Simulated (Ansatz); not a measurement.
## Run report: C2H11NO3Si2, geometry relaxation (part 1 of 3)

System: C2H11NO3Si2.
Method: RKS PBE0/STO-3G (Ansatz 0.2.0).

It belongs to a series of runs on one base structure; here: start relaxed.

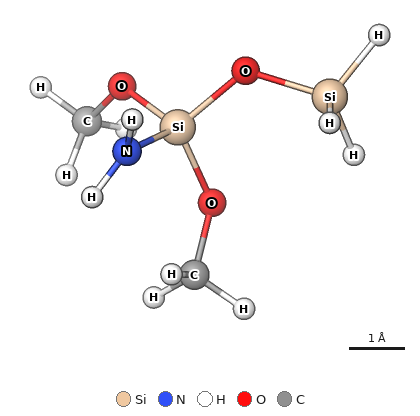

The structure as given in the input (ball-and-stick view, seen at a tilt).

**Input**
```yaml
crystal:
  periodic: [false, false, false]
  atoms:
    - { symbol: Si, position_ang: [0.0, 0.0, 0.0] }
    - { symbol: "N", position_ang: [0.0, 0.0, 1.82] }
    - { symbol: H, position_ang: [-0.877, -0.2713, 2.35] }
    - { symbol: H, position_ang: [0.877, 0.2713, 2.35] }
    - { symbol: O, position_ang: [1.5842, 0.0, -0.5594] }
    - { symbol: Si, position_ang: [2.4906, -1.3762, -0.8866] }
    - { symbol: H, position_ang: [1.6598, -2.3521, -1.5857] }
    - { symbol: H, position_ang: [3.6318, -1.0202, -1.7249] }
    - { symbol: H, position_ang: [2.9691, -1.9538, 0.366] }
    - { symbol: O, position_ang: [-0.7913, 1.3709, -0.5594] }
    - { symbol: C, position_ang: [-2.1512, 1.4177, -0.9653] }
    - { symbol: H, position_ang: [-2.7687, 0.8215, -0.2614] }
    - { symbol: H, position_ang: [-2.5023, 2.4707, -0.9639] }
    - { symbol: H, position_ang: [-2.2473, 0.9975, -1.9882] }
    - { symbol: O, position_ang: [-0.7913, -1.3709, -0.5594] }
    - { symbol: C, position_ang: [-1.5365, -2.2685, 0.2501] }
    - { symbol: H, position_ang: [-1.2251, -2.1576, 1.3097] }
    - { symbol: H, position_ang: [-2.6187, -2.04, 0.1571] }
    - { symbol: H, position_ang: [-1.349, -3.3106, -0.083] }
basis:
  gaussian: { orbitals: STO-3G }
hamiltonian:
  xc: pbe0
relax:
  f_tol: 0.02
  max_steps: 40
```

Hardware: 1 thread of Intel Xeon @ 2.50GHz (Skylake/Cascade Lake), 189 GiB of memory available, shared host.

Run as:
```bash
ansatz run input.yaml --threads 1 --pin off --max-ram 2048MiB --backend cpu --events-out ev --progress --plain --runs-dir out
```

**Output**
```
The last accepted step is kept in [file] (removed where the run ends without a failure and the disk answers)
Engine: ansatz 0.2.0, x86_64-unknown-linux-gnu
Functional definition: PBE0
  parameter a = 0.25
  parameter kappa = 0.804
  parameter beta = 0.06672455060314922
  exchange = (1 - a)*pbe_x(kappa = kappa, mu = beta*pi^2/3) + a*exact_x
  correlation = pbe_c(beta = beta)
853 factors; integrals over basis functions are off by at most 1.3e-5 eV
mean field evaluation 1: about -25306.7561 eV, gradient 4.0e1 eV
mean field evaluation 2: about -25307.8982 eV, gradient 3.7e1 eV
mean field evaluation 4: about -25311.7403 eV, gradient 1.3e0 eV
mean field evaluation 8: about -25311.6906 eV, gradient 2.9e-2 eV
mean field -25311.69057711 eV, -930.1874718285 hartree, gradient 1.1e-5 eV, S^2 0.000000; 0 other end points of the search recorded, 0 dependent functions left out
the calculation of the forces begins
reference -25311.69060193 eV, -930.1874727407 hartree; 41, 41 occupied and 18, 18 virtual orbitals, 853 factors
relax step   1: F+E_penalty+E_count = -25311.69057711 eV  Δ(F+E_penalty+E_count) = +0.000e0 eV  max|allowed force component| = 2.982e0 eV/Å  Δτ_max = 0.0000 Å  (24 SCF iters, accepted)
these checks for a lower state are left out or cut short: starts, cluster_reference, orbital_swaps, neighbouring_geometries, increment
853 factors; integrals over basis functions are off by at most 1.2e-5 eV
mean field evaluation 16: about -25311.9831 eV, gradient 6.7e0 eV
mean field -25312.24547630 eV, -930.2078639978 hartree, gradient 1.4e-5 eV, S^2 0.000000; 0 other end points of the search recorded, 0 dependent functions left out
[... from here on the field's lines of each further geometry are left out, up to the last ...]
relax step   2: F+E_penalty+E_count = -25312.24547630 eV  Δ(F+E_penalty+E_count) = -5.549e-1 eV  max|allowed force component| = 1.810e0 eV/Å  Δτ_max = 0.1965 Å  (26 SCF iters, accepted)
relax step   3: F+E_penalty+E_count = -25312.38801782 eV  Δ(F+E_penalty+E_count) = -1.425e-1 eV  max|allowed force component| = 1.013e0 eV/Å  Δτ_max = 0.1166 Å  (26 SCF iters, accepted)
relax step   4: F+E_penalty+E_count = -25312.43352983 eV  Δ(F+E_penalty+E_count) = -4.551e-2 eV  max|allowed force component| = 5.867e-1 eV/Å  Δτ_max = 0.0650 Å  (26 SCF iters, accepted)
relax step   5: F+E_penalty+E_count = -25312.46946683 eV  Δ(F+E_penalty+E_count) = -3.594e-2 eV  max|allowed force component| = 6.019e-1 eV/Å  Δτ_max = 0.2000 Å  (25 SCF iters, accepted)
relax step   6: F+E_penalty+E_count = -25312.48908034 eV  Δ(F+E_penalty+E_count) = -1.961e-2 eV  max|allowed force component| = 1.508e-1 eV/Å  Δτ_max = 0.0698 Å  (25 SCF iters, accepted)
relax step   7: F+E_penalty+E_count = -25312.49618969 eV  Δ(F+E_penalty+E_count) = -7.109e-3 eV  max|allowed force component| = 1.602e-1 eV/Å  Δτ_max = 0.1677 Å  (26 SCF iters, accepted)
relax step   8: F+E_penalty+E_count = -25312.50133807 eV  Δ(F+E_penalty+E_count) = -5.148e-3 eV  max|allowed force component| = 7.236e-2 eV/Å  Δτ_max = 0.0592 Å  (24 SCF iters, accepted)
relax step   9: F+E_penalty+E_count = -25312.50525515 eV  Δ(F+E_penalty+E_count) = -3.917e-3 eV  max|allowed force component| = 6.819e-2 eV/Å  Δτ_max = 0.0796 Å  (25 SCF iters, accepted)
relax step  10: F+E_penalty+E_count = -25312.50544667 eV  Δ(F+E_penalty+E_count) = -1.915e-4 eV  max|allowed force component| = 3.184e-1 eV/Å  Δτ_max = 0.1954 Å  (25 SCF iters, accepted)
relax step  11: F+E_penalty+E_count = -25312.51297267 eV  Δ(F+E_penalty+E_count) = -7.526e-3 eV  max|allowed force component| = 7.480e-2 eV/Å  Δτ_max = 0.0319 Å  (26 SCF iters, accepted)
relax step  12: F+E_penalty+E_count = -25312.51852761 eV  Δ(F+E_penalty+E_count) = -5.555e-3 eV  max|allowed force component| = 5.897e-2 eV/Å  Δτ_max = 0.1106 Å  (26 SCF iters, accepted)
relax step  13: F+E_penalty+E_count = -25312.52260960 eV  Δ(F+E_penalty+E_count) = -4.082e-3 eV  max|allowed force component| = 2.435e-1 eV/Å  Δτ_max = 0.1955 Å  (24 SCF iters, accepted)
relax step  14: F+E_penalty+E_count = -25312.52839558 eV  Δ(F+E_penalty+E_count) = -5.786e-3 eV  max|allowed force component| = 1.184e-1 eV/Å  Δτ_max = 0.0422 Å  (26 SCF iters, accepted)
relax step  15: F+E_penalty+E_count = -25312.53672113 eV  Δ(F+E_penalty+E_count) = -8.326e-3 eV  max|allowed force component| = 1.314e-1 eV/Å  Δτ_max = 0.1701 Å  (25 SCF iters, accepted)
relax step  16: F+E_penalty+E_count = -25312.54127634 eV  Δ(F+E_penalty+E_count) = -4.555e-3 eV  max|allowed force component| = 2.391e-1 eV/Å  Δτ_max = 0.1952 Å  (25 SCF iters, accepted)
relax step  17: F+E_penalty+E_count = -25312.54808679 eV  Δ(F+E_penalty+E_count) = -6.810e-3 eV  max|allowed force component| = 1.510e-1 eV/Å  Δτ_max = 0.0426 Å  (25 SCF iters, accepted)
relax step  18: F+E_penalty+E_count = -25312.55751949 eV  Δ(F+E_penalty+E_count) = -9.433e-3 eV  max|allowed force component| = 2.040e-1 eV/Å  Δτ_max = 0.2000 Å  (26 SCF iters, accepted)
relax step  19: F+E_penalty+E_count = -25312.56512650 eV  Δ(F+E_penalty+E_count) = -7.607e-3 eV  max|allowed force component| = 1.305e-1 eV/Å  Δτ_max = 0.1282 Å  (25 SCF iters, accepted)
relax step  20: F+E_penalty+E_count = -25312.49755531 eV  Δ(F+E_penalty+E_count) = +6.757e-2 eV  max|allowed force component| = 1.509e0 eV/Å  Δτ_max = 0.1956 Å  (25 SCF iters, rejected (line search))
relax step  21: F+E_penalty+E_count = -25312.57243899 eV  Δ(F+E_penalty+E_count) = -7.312e-3 eV  max|allowed force component| = 9.528e-2 eV/Å  Δτ_max = 0.0978 Å  (24 SCF iters, accepted)
relax step  22: F+E_penalty+E_count = -25312.57443218 eV  Δ(F+E_penalty+E_count) = -1.993e-3 eV  max|allowed force component| = 1.144e-1 eV/Å  Δτ_max = 0.0623 Å  (25 SCF iters, accepted)
relax step  23: F+E_penalty+E_count = -25312.57623640 eV  Δ(F+E_penalty+E_count) = -1.804e-3 eV  max|allowed force component| = 7.702e-2 eV/Å  Δτ_max = 0.0267 Å  (26 SCF iters, accepted)
relax step  24: F+E_penalty+E_count = -25312.57814835 eV  Δ(F+E_penalty+E_count) = -1.912e-3 eV  max|allowed force component| = 6.281e-2 eV/Å  Δτ_max = 0.0644 Å  (25 SCF iters, accepted)
relax step  25: F+E_penalty+E_count = -25312.57887949 eV  Δ(F+E_penalty+E_count) = -7.311e-4 eV  max|allowed force component| = 1.040e-1 eV/Å  Δτ_max = 0.0782 Å  (25 SCF iters, accepted)
relax step  26: F+E_penalty+E_count = -25312.57971544 eV  Δ(F+E_penalty+E_count) = -8.359e-4 eV  max|allowed force component| = 4.962e-2 eV/Å  Δτ_max = 0.0114 Å  (21 SCF iters, accepted)
relax step  27: F+E_penalty+E_count = -25312.58016842 eV  Δ(F+E_penalty+E_count) = -4.530e-4 eV  max|allowed force component| = 2.232e-2 eV/Å  Δτ_max = 0.0165 Å  (25 SCF iters, accepted)
relax step  28: F+E_penalty+E_count = -25312.58059323 eV  Δ(F+E_penalty+E_count) = -4.248e-4 eV  max|allowed force component| = 2.326e-2 eV/Å  Δτ_max = 0.0406 Å  (26 SCF iters, accepted)
the calculation of the forces begins
reference -25312.58078201 eV, -930.2201862554 hartree; 41, 41 occupied and 18, 18 virtual orbitals, 855 factors
relax step  29: F+E_penalty+E_count = -25312.58075770 eV  Δ(F+E_penalty+E_count) = -1.645e-4 eV  max|allowed force component| = 1.716e-2 eV/Å  Δτ_max = 0.0431 Å  (25 SCF iters, accepted)
855 factors; integrals over basis functions are off by at most 2.8e-5 eV
mean field evaluation 224: about -25312.5808 eV, gradient 6.9e-4 eV
```

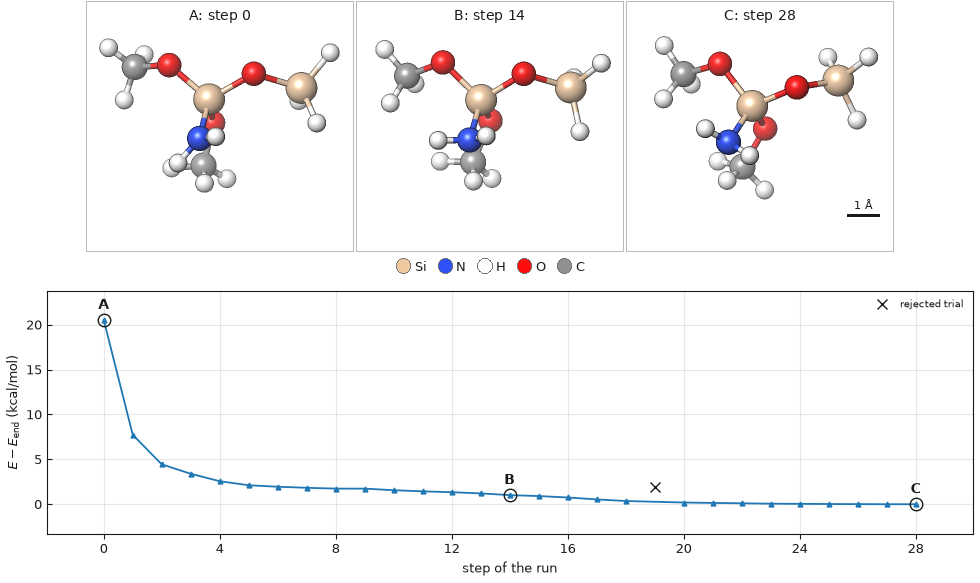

Frames of the relaxation (ball-and-stick view, seen at a tilt) above the curves, on which the letters mark them (the first geometry is step 0 here and step 1 in the log).

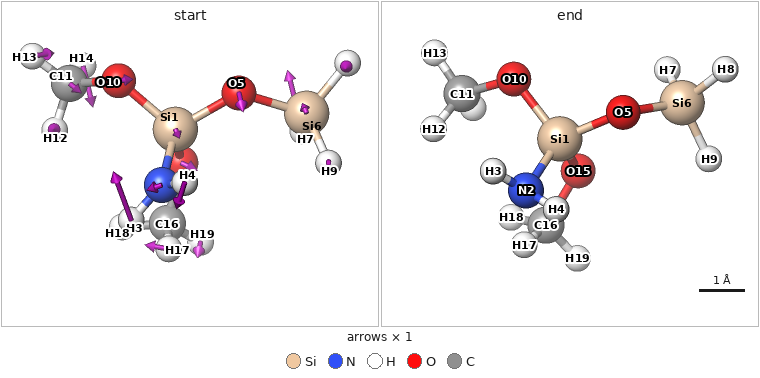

Before (left) and after (right) the relaxation, at one scale (ball-and-stick view, seen at a tilt). The pink arrows give the displacements, at true length. The largest move after the best rigid fit is that of H7, 1.43 Å. By element the largest moves are H 1.43 Å, O 0.58 Å, N 0.40 Å, C 0.36 Å, Si 0.28 Å. Among the contacts that change: Si1–N2 1.820 → 1.753 Å, O10–C11 1.420 → 1.448 Å, Si1–O10 1.679 → 1.706 Å, N2–H3 1.060 → 1.042 Å. Among the angles that change: H3–N2–H4 120.0° → 105.5°, Si1–O10–C11 125.0° → 112.0°, Si1–O15–C16 125.0° → 114.6°. After 28 geometry steps the energy has fallen by 20.5 kcal/mol. Largest force component: 3 eV/Å at the start, 0.017 eV/Å at the end. The line search rejected the trial step at point 19 (counted from 0) and went back. (Atoms are counted from 1 in the order of the input.)

```
mean field -25312.58075770 eV, -930.2201853620 hartree, gradient 2.5e-5 eV, S^2 0.000000; 1 other end points of the search recorded, 0 dependent functions left out
the calculation of the forces begins
reference -25312.58078201 eV, -930.2201862555 hartree; 41, 41 occupied and 18, 18 virtual orbitals, 855 factors
Total energy: -25312.58078201 eV, -930.2201862555 hartree
Atom 0 at     0.068329    -0.147199     0.184741 Å, force    -0.011871     0.002679     0.002405 eV/Å
Atom 1 at    -0.385684     0.054506     1.865873 Å, force     0.017161     0.002637     0.002831 eV/Å
Atom 2 at    -0.612455     1.044896     2.097550 Å, force     0.003490    -0.014741     0.002491 eV/Å
Atom 3 at     0.380648    -0.215910     2.518796 Å, force    -0.016973     0.010513    -0.010694 eV/Å
Atom 4 at     1.722029    -0.144579    -0.020816 Å, force     0.008318    -0.013661    -0.011058 eV/Å
Atom 5 at     2.412047    -1.245224    -1.112965 Å, force    -0.003620     0.004896     0.001758 eV/Å
Atom 6 at     1.775239    -1.226243    -2.413722 Å, force    -0.002016    -0.001869     0.007958 eV/Å
Atom 7 at     3.788405    -0.832409    -1.261593 Å, force    -0.000036    -0.000242     0.004854 eV/Å
Atom 8 at     2.392033    -2.600601    -0.601868 Å, force    -0.001077     0.011315    -0.003482 eV/Å
Atom 9 at    -0.528504     1.169727    -0.720290 Å, force     0.005447    -0.000029    -0.001573 eV/Å
Atom 10 at    -1.968930     1.120557    -0.862437 Å, force    -0.005413     0.003628     0.003665 eV/Å
Atom 11 at    -2.514786     1.164058     0.104377 Å, force     0.001968    -0.001455    -0.005517 eV/Å
Atom 12 at    -2.277619     2.003447    -1.452538 Å, force     0.001118    -0.004277     0.003185 eV/Å
Atom 13 at    -2.328709     0.220177    -1.403212 Å, force     0.000995     0.002402     0.000187 eV/Å
Atom 14 at    -0.473037    -1.640918    -0.416738 Å, force     0.003991    -0.003966     0.004451 eV/Å
Atom 15 at    -1.551799    -2.239674     0.341387 Å, force    -0.007458    -0.000008     0.001567 eV/Å
Atom 16 at    -1.667497    -1.796803     1.351579 Å, force     0.004243     0.001839    -0.001965 eV/Å
Atom 17 at    -2.521231    -2.136251    -0.189381 Å, force     0.002695    -0.001089     0.000430 eV/Å
Atom 18 at    -1.354382    -3.323155     0.456958 Å, force    -0.000961     0.001430    -0.001492 eV/Å
Dipole moment:    -0.093480     0.014725     0.237973 e Å
```

**Trajectory as extended XYZ (Å, eV, eV/Å), 25 of the 29 frames kept, from step=1 to step=29**
```
19
Properties=species:S:1:pos:R:3:forces:R:3 step=1 energy=-25311.69058
Si    0.0000    0.0000    0.0000   -0.2927  -0.7619   2.9823
N     0.0000    0.0000    1.8200    0.2415  -0.1535  -2.1654
H    -0.8770   -0.2713    2.3500    1.6451   0.7163  -0.2405
H     0.8770    0.2713    2.3500   -1.6681  -0.5092  -0.2543
O     1.5842    0.0000   -0.5594   -0.7094   0.9518   0.1086
Si    2.4906   -1.3762   -0.8866   -0.3693  -0.4368   0.0309
H     1.6598   -2.3521   -1.5857    0.3577   0.0168   0.1147
H     3.6318   -1.0202   -1.7249   -0.3402   0.0621   0.2681
H     2.9691   -1.9538    0.3660   -0.0064   0.0099  -0.2810
O    -0.7913    1.3709   -0.5594    1.7335   1.0963   0.0229
C    -2.1512    1.4177   -0.9653    0.3397  -1.1419   0.3197
H    -2.7687    0.8215   -0.2614   -0.6122   0.1502  -0.3166
H    -2.5023    2.4707   -0.9639    0.0528  -0.1250  -0.0097
H    -2.2473    0.9975   -1.9882   -0.5418   0.0628  -0.0722
O    -0.7913   -1.3709   -0.5594    0.4157   0.0600  -1.5399
C    -1.5365   -2.2685    0.2501    0.4210   0.7952   0.5273
H    -1.2251   -2.1576    1.3097   -0.3740  -0.5026   0.1829
H    -2.6187   -2.0400    0.1571   -0.1642  -0.3190   0.2285
H    -1.3490   -3.3106   -0.0830   -0.1287   0.0284   0.0936
19
Properties=species:S:1:pos:R:3:forces:R:3 step=2 energy=-25312.24548
Si   -0.0134   -0.0092    0.0289    0.1204  -0.3756   1.8102
N     0.0286   -0.0310    1.7840   -1.0425  -0.5092  -0.9163
H    -0.8522   -0.0765    2.3586    1.1678   0.2934  -0.4940
H     0.8694    0.2200    2.3205   -0.1728   0.0517   0.0853
O     1.5539    0.0309   -0.5323   -0.2137   0.3827  -0.0219
Si    2.4309   -1.3646   -0.8661    0.0531  -0.2096   0.0028
H     1.6644   -2.3691   -1.5806    0.0708   0.0450   0.0303
H     3.5601   -0.9627   -1.6759   -0.0597   0.0156   0.0224
H     2.9391   -1.9620    0.3554   -0.0478  -0.0071  -0.0352
O    -0.7318    1.3976   -0.5300    0.1870   0.6539  -0.2365
C    -2.1009    1.3767   -0.9543   -0.2354  -0.2115   0.0683
H    -2.7961    0.8223   -0.2821    0.1338   0.0343  -0.0560
H    -2.4570    2.4253   -0.9821    0.0135  -0.0050  -0.0179
H    -2.2438    0.9616   -1.9764    0.0633  -0.0544   0.0443
O    -0.8048   -1.3481   -0.6114   -0.1086  -0.2245  -0.5071
C    -1.5164   -2.2597    0.2334   -0.0570  -0.0969   0.4574
H    -1.1798   -2.2729    1.2982   -0.0228   0.0773  -0.2563
H    -2.6144   -2.0599    0.2379    0.1697   0.0315   0.0095
H    -1.3816   -3.2903   -0.1598   -0.0190   0.1083   0.0107
```
